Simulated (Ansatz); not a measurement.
# Tunnelling decay and corrugation (reconstruction): V(110)-(2x1) missing row; Ir(110)-(2x1)-O added row; and others

A simple barrier model says that the current falls as exp(−2κz) with κ = 0.512 √φ (Å⁻¹, φ in eV). How well does that hold over real surfaces, and how fast does atomic contrast fade as the tip draws back?

Set-up. Ansatz 0.2.0, plane waves with PAW datasets (its set soft_2), functional as listed; relaxed slabs, Tersoff-Hamann images of the filled states within the window listed under the Fermi level. κ is fitted to the planar mean between 3 and 5 Å over the top atom; the model's barrier is the work function plus half the window. A setpoint is the mean density at the height named.

Results:

| surface | functional | work function (eV) | window (eV) | κ, model (Å⁻¹) | κ, fitted (Å⁻¹) | near setpoint (Å): corrugation (Å) | far setpoint (Å): corrugation (Å) |
| --- | --- | --- | --- | --- | --- | --- | --- |
| V(110)-(2x1) missing row | PBE-D3(BJ) | 3.66 | 0.50 | 1.01 | 0.98 | 3: 0.827 | 5: 0.263 |
| Al(110)-(1x2) missing row | PBEsol | 4.05 | 0.40 | 1.06 | 1.18 | 3: 1.927 | 5: 1.706 |
| Au(100)-(3x1) missing row | PBE | 4.99 | 0.30 | 1.16 | 1.23 | 3: 1.522 | 4.5: 0.889 |
| Au(110)-(1x3) missing row | PBE-D3(BJ) | 5.06 | 0.50 | 1.18 | 1.27 | 3: 1.350 | 5: 0.888 |
| Rh(110)-(1x3) missing row | LDA | 5.11 | 0.30 | 1.18 | 1.28 | 3: 1.349 | 4.5: 1.001 |
| Ir(110)-(2x1)-O added row | r2SCAN | 5.43 | 0.20 | 1.20 | 1.42 | 3: 1.260 | 5: 0.776 |

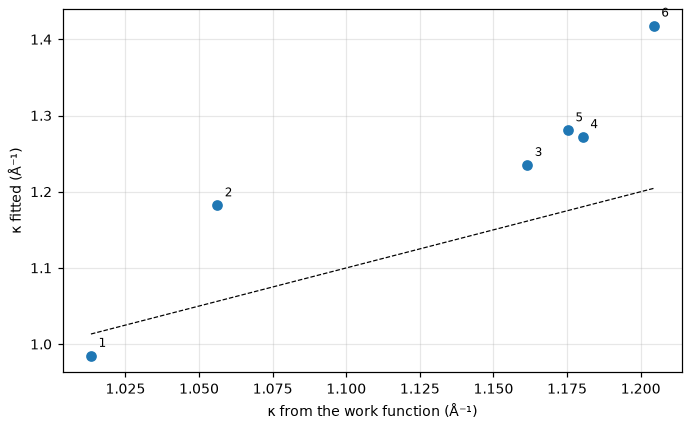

Fitted against model decay constants; points are numbered as the table's rows, and the dashed line marks equality.

**Reading.** The fitted κ is 0.97 to 1.18 times the model's, and larger in 5 of 6. Momentum along the surface adds to κ² and raises it, while a barrier that has not reached its full height this near the surface lowers it. Worked for V(110)-(2x1) missing row: 0.512 × √(3.66 + 0.25) = 1.01 Å⁻¹; with the fitted 0.98 Å⁻¹ the current falls by exp(2 × 0.98) = 7.1 per Å. Where it is still over 0.005 Å at the far setpoint (6 rows), the corrugation falls by a factor of 1.1 to 1.8 per Å.

What the numbers leave out: The model has an s-wave tip and no forces between tip and sample. Semilocal potentials reach the vacuum level too fast, without an image tail. The surfaces are built from prototypes and need not be the stable ones; functionals, windows and heights differ between rows (the narrowest window from 0.2 eV on is taken, and runs with charge in the vacuum are left out). The table is a selection: not every member that was run is listed.
